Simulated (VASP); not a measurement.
Band structure of AgI (wurtzite). Level of theory: modified Becke-Johnson potential (mBJ) with spin-orbit coupling, VASP's PBE PAW potentials (set 64) (plane waves; VASP).

mBJ is a potential without an energy functional, so only the levels count.

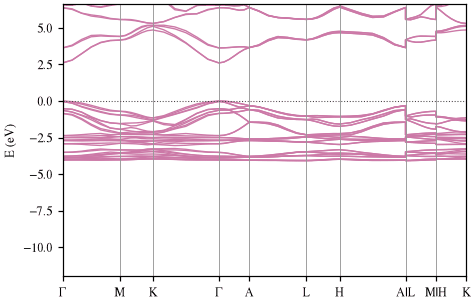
Figure: Bands along high-symmetry lines, zero at the valence-band maximum or, without a gap, the Fermi level

Q: Read the plot: is there a gap, and where are the band edges?

A: The gap is direct, 2.60 eV, from the valence maximum at Γ to the conduction minimum at Γ.

The compound is AgI in the wurtzite structure. It was relaxed first. The cell's shape comes from a PBE relaxation.
